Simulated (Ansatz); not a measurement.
# One shape, several levels: triplet AlSiNH6O

Aim: a comparison of 6 runs (UHF/STO-3G, UHF/3-21G, UHF/6-31G*, UBHLYP/6-31G*, UPBE/6-31G*, RPA@PBE/6-31G*) of triplet AlSiNH6O. 

Program for the calculation: Ansatz 0.2.0.

130 further runs of the same task are left out: 130 set aside as unsound or not needed. Runs told in other sessions of the task aren't counted.

## 1. Starting point

AlSiNH6O has 10 atoms, charge 0, and is taken as a triplet. SMILES of the parent species: `O[SiH2][NH][AlH2]`. The shape is that of a PBE0-D4/def2-TZVP optimisation. This is one conformer, not always the lowest. That shape belongs to the parent species and isn't relaxed for this state.

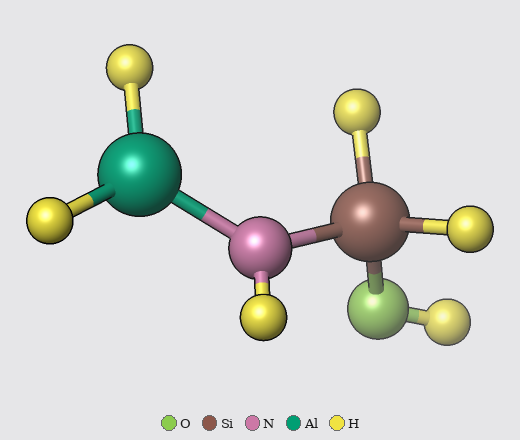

Viewed from a chosen angle; oxygen green, silicon brown, nitrogen pink, aluminium teal, hydrogen yellow.

## 2. The energy at UHF/STO-3G (run 1)

Input file run.yaml:

```yaml
crystal:
  periodic: [false, false, false]
  atoms:
    - {symbol: O, position_ang: [-1.817400, -0.693800, -1.056500]}
    - {symbol: Si, position_ang: [-0.576600, 0.373900, -0.851600]}
    - {symbol: "N", position_ang: [0.693300, -0.382300, 0.009600]}
    - {symbol: Al, position_ang: [1.233300, -0.094800, 1.686300]}
    - {symbol: H, position_ang: [-2.399800, -0.547900, -1.803100]}
    - {symbol: H, position_ang: [-1.000200, 1.543800, -0.039500]}
    - {symbol: H, position_ang: [-0.142800, 0.831300, -2.203200]}
    - {symbol: H, position_ang: [1.159400, -1.127800, -0.493000]}
    - {symbol: H, position_ang: [0.508400, 1.030600, 2.525200]}
    - {symbol: H, position_ang: [2.425400, -0.984200, 2.228700]}
basis:
  gaussian:
    orbitals: STO-3G
magnetization:
  spin_polarized: true
  initial_magnetization: 2
hamiltonian:
  xc: hf
accuracy: high
output: {orbitals: {seedname: orbitals}}
```

On the command line:

```
$ ansatz run run.yaml --threads 1 --pin off --max-ram 3480MiB --events-out events.jsonl --progress --plain --runs-dir runs
```

Log:

```text
Warning: RAYON_NUM_THREADS=1 ignored (pool sized by the plan → 1); use --threads N
Functional definition: HF
  name "HF"
  exchange = exact_x
  correlation = 0
681 factors; integrals over basis functions are off by at most 3.1e-8 eV
mean field evaluation 1: about -17831.5368 eV, gradient 1.7e1 eV
mean field evaluation 2: about -17831.6665 eV, gradient 1.7e1 eV
mean field evaluation 4: about -17834.7305 eV, gradient 1.9e0 eV
mean field evaluation 8: about -17834.8770 eV, gradient 2.8e-1 eV
mean field evaluation 16: about -17836.5979 eV, gradient 8.2e-3 eV
mean field evaluation 32: about -17828.8400 eV, gradient 1.1e1 eV
mean field evaluation 64: about -17834.8669 eV, gradient 3.6e-2 eV
mean field evaluation 96: about -17834.5332 eV, gradient 1.6e-2 eV
mean field -17836.59164272 eV, -655.4826527940 hartree, gradient 1.9e-8 eV, S^2 2.036574; 3 other end points of the search recorded, 0 dependent functions left out
reference -17836.59164272 eV, -655.4826527940 hartree; 25, 23 occupied and 9, 11 virtual orbitals, 681 factors
Total energy: -17836.59164272 eV, -655.4826527940 hartree
```

It took 0.88 s on 1 thread of Arm Neoverse V2, shared host; peak memory 0.098 GiB.

## 3. The energy at UHF/3-21G (run 2)

Input file input.yaml:

```yaml
crystal:
  periodic: [false, false, false]
  atoms:
    - {symbol: O, position_ang: [-1.817400, -0.693800, -1.056500]}
    - {symbol: Si, position_ang: [-0.576600, 0.373900, -0.851600]}
    - {symbol: N, position_ang: [0.693300, -0.382300, 0.009600]}
    - {symbol: Al, position_ang: [1.233300, -0.094800, 1.686300]}
    - {symbol: H, position_ang: [-2.399800, -0.547900, -1.803100]}
    - {symbol: H, position_ang: [-1.000200, 1.543800, -0.039500]}
    - {symbol: H, position_ang: [-0.142800, 0.831300, -2.203200]}
    - {symbol: H, position_ang: [1.159400, -1.127800, -0.493000]}
    - {symbol: H, position_ang: [0.508400, 1.030600, 2.525200]}
    - {symbol: H, position_ang: [2.425400, -0.984200, 2.228700]}
basis:
  gaussian:
    orbitals: 3-21G.json
magnetization:
  spin_polarized: true
  initial_magnetization: 2
hamiltonian:
  xc: hf
accuracy: high
output: {orbitals: {seedname: orbitals}}
```

The basis set 3-21G is read from a file made from the Basis Set Exchange's data (not shown).

On the command line:

```
$ ansatz run input.yaml --threads 1 --pin off --max-ram 3480MiB --events-out events.jsonl --progress --plain --runs-dir runs
```

Log:

```text
Warning: RAYON_NUM_THREADS=1 ignored (pool sized by the plan → 1); use --threads N
[... 4 set-up lines as earlier in the session ...]
1328 factors; integrals over basis functions are off by at most 9.4e-9 eV
mean field evaluation 1: about -17952.3017 eV, gradient 2.9e1 eV
mean field evaluation 2: about -17952.6580 eV, gradient 2.9e1 eV
mean field evaluation 4: about -17957.0277 eV, gradient 3.1e0 eV
mean field evaluation 8: about -17957.4342 eV, gradient 1.9e0 eV
mean field evaluation 16: about -17959.0352 eV, gradient 2.8e-3 eV
mean field evaluation 32: about -17958.8546 eV, gradient 2.2e0 eV
mean field evaluation 64: about -17956.8245 eV, gradient 2.5e0 eV
mean field evaluation 96: about -17955.9549 eV, gradient 1.2e0 eV
mean field -17959.03521027 eV, -659.9823709063 hartree, gradient 2.3e-8 eV, S^2 2.029470; 2 other end points of the search recorded, 0 dependent functions left out
reference -17959.03521027 eV, -659.9823709063 hartree; 25, 23 occupied and 31, 33 virtual orbitals, 1328 factors
Total energy: -17959.03521027 eV, -659.9823709063 hartree
```

Run time: 2.7 s. Hardware: 1 thread of Arm Neoverse V2, shared host; peak memory 0.22 GiB.

Runs 3 to 5 aren't shown in full; the table further down has their settings and results.

## 4. The energy at RPA@PBE/6-31G(d) (spherical functions) (run 6)

Input file in.yaml:

```yaml
crystal:
  periodic: [false, false, false]
  atoms:
    - {symbol: O, position_ang: [-1.817400, -0.693800, -1.056500]}
    - {symbol: Si, position_ang: [-0.576600, 0.373900, -0.851600]}
    - {symbol: N, position_ang: [0.693300, -0.382300, 0.009600]}
    - {symbol: Al, position_ang: [1.233300, -0.094800, 1.686300]}
    - {symbol: H, position_ang: [-2.399800, -0.547900, -1.803100]}
    - {symbol: H, position_ang: [-1.000200, 1.543800, -0.039500]}
    - {symbol: H, position_ang: [-0.142800, 0.831300, -2.203200]}
    - {symbol: H, position_ang: [1.159400, -1.127800, -0.493000]}
    - {symbol: H, position_ang: [0.508400, 1.030600, 2.525200]}
    - {symbol: H, position_ang: [2.425400, -0.984200, 2.228700]}
basis:
  gaussian: {orbitals: 6-31G_st_-spherical.json}
correlation: {method: rpa, frozen_orbitals: {Al: 5, H: 0, "N": 1, O: 1, Si: 5}}
accuracy: high
magnetization: {spin_polarized: true, initial_magnetization: 2}
hamiltonian: {xc: {name: PBE}}
```

The basis set 6-31G* is read from a file made from the Basis Set Exchange's data (not shown).

On the command line:

```
$ ansatz run in.yaml --threads 1 --pin off --max-ram 3480MiB --events-out events.jsonl --progress --plain --runs-dir runs
```

Log, cut to the lines that bear on the results:

```text
Warning: RAYON_NUM_THREADS=1 ignored (pool sized by the plan → 1); use --threads N
Functional definition: PBE
  name "PBE"
[...]
1750 factors; integrals over basis functions are off by at most 4.4e-9 eV
[...]
mean field -18093.04504729 eV, -664.9071415814 hartree, gradient 3.5e-8 eV, S^2 2.002622; 6 other end points of the search recorded, 0 dependent functions left out
12 core orbitals not correlated: weight in the atoms' cores, before any rotation towards them, 1.000 or more for the frozen orbitals, at most 0.000 for the correlated occupied ones
reference -18052.80798714 eV, -663.4284568948 hartree; 13, 11 occupied and 51, 53 virtual orbitals, 1750 factors
Total energy: -18075.52541586 eV, -664.2633070017 hartree
```

It took 31 s on 1 thread of Arm Neoverse V2, shared host; peak memory 0.36 GiB.

## 5. Overview of the runs

```csv
run,level,frozen core orbitals,energy (Eh),⟨S²⟩,wall time
1,UHF/STO-3G,–,-655.482653,2.037,0.88 s
2,UHF/3-21G,–,-659.982371,2.029,2.7 s
3,UHF/6-31G* (spherical functions),–,-663.529399,2.030,10 s
4,UBHLYP/6-31G* (spherical functions),–,-665.273651,2.011,16 s
5,UPBE/6-31G* (spherical functions),–,-664.907142,2.003,21 s
6,RPA@PBE/6-31G* (spherical functions),12,-664.263307,2.003,31 s
```

## 6. What came out

| quantity | value |
| --- | --- |
| run 6: total energy | -664.26331 Eh |
| run 6: RPA correlation energy (valence) | -834.9 mEh |
| run 6: ⟨S²⟩ of the reference determinant | 2.003 |

What this shows: Totals of different functionals can't be ranked against each other. In run 1 the basis is minimal, so the values are rough. All runs together took 81 s, the longest 31 s.
